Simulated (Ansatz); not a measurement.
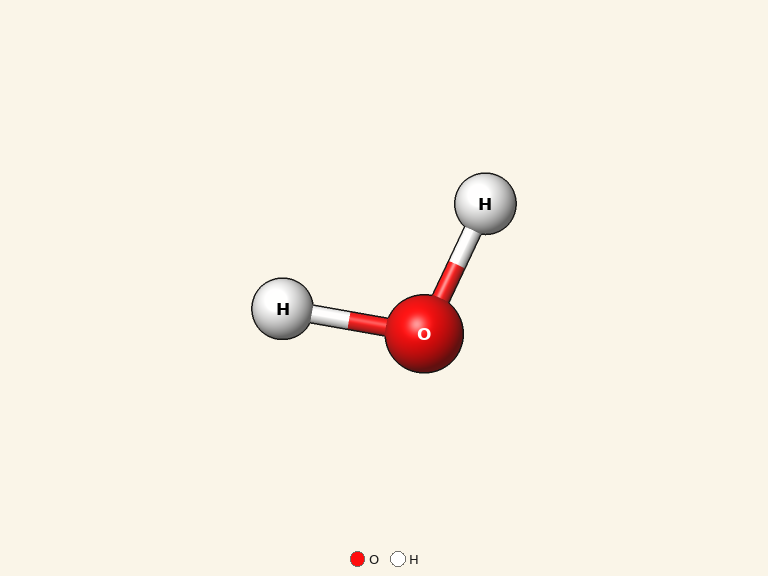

A ball-and-stick model of a molecule. Every bond is drawn as one stick, whatever its order.

The geometry was computed by an optimisation with PBE0-D4/def2-TZVP. No frequency run is at hand to confirm it as a minimum.

**What is the molecular formula?**

H₂O, 3 atoms: 2 hydrogen and 1 oxygen.

**Count the bonded pairs by element.**

2 O–H. Sticks follow a distance rule.

**Which point group does it belong to?**

C2v.

The parts below concern this one geometry. Atoms keep their numbers from picture to picture.

### Electronic properties

No frequency run is at hand to confirm it as a minimum. Method: RKS PBE0-D4/def2-TZVPPD (Ansatz 0.2.0).

**Estimate the HOMO energy (Kohn–Sham orbital).**

−9.08 eV.

**What is the LUMO energy (Kohn–Sham orbital)?**

0.08 eV.

### Charges

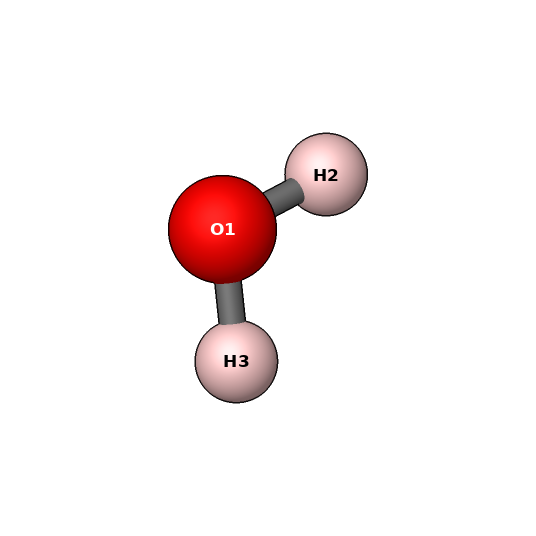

The questions are on Mulliken charges. No frequency run is at hand to confirm it as a minimum. Properties computed with RKS PBE0-D4/def2-TZVP (Ansatz 0.2.0).

List the Mulliken charges.

```tsv
atom	value (e)
O1	−0.65
H2	0.32
H3	0.32
```

### Dipole moment

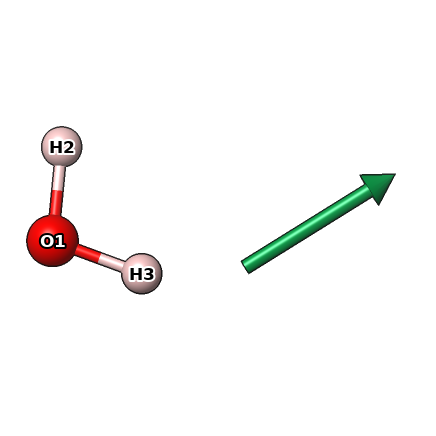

The arrow beside the molecule shows the direction of the dipole moment, from the negative to the positive end (its length means nothing). No frequency run is at hand to confirm it as a minimum. Method: RKS PBE0-D4/def2-TZVP (Ansatz 0.2.0).

**Estimate the dipole moment.**

2.07 D; it points from the side of O1 to the side of H2, H3 (the outermost atoms at the two ends).

Mulliken values depend strongly on the basis set and can even reverse the polarity of a bond.
